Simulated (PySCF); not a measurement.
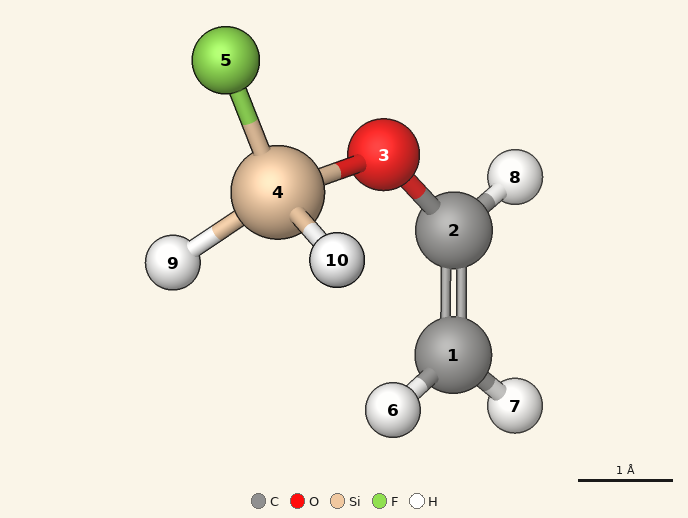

Orthographic view with a scale bar. The geometry was computed by an optimisation with PBE0-D3(BJ)/def2-SVP. No frequency run is at hand to confirm it as a minimum.

Reconstruct the coordinates (Å) as seen: x to the right, y up, z towards the viewer, origin at the mean of the atomic positions.

```xyz
10
C2H5FOSi
C    0.86  -1.12  -0.88
C    0.87   0.22  -0.88
O    0.12   1.03  -0.11
Si  -1.02   0.63   1.04
F   -1.57   2.04   1.58
H    0.22  -1.70  -0.22
H    1.52  -1.66  -1.56
H    1.52   0.79  -1.55
H   -2.14  -0.13   0.43
H   -0.38  -0.10   2.17
```
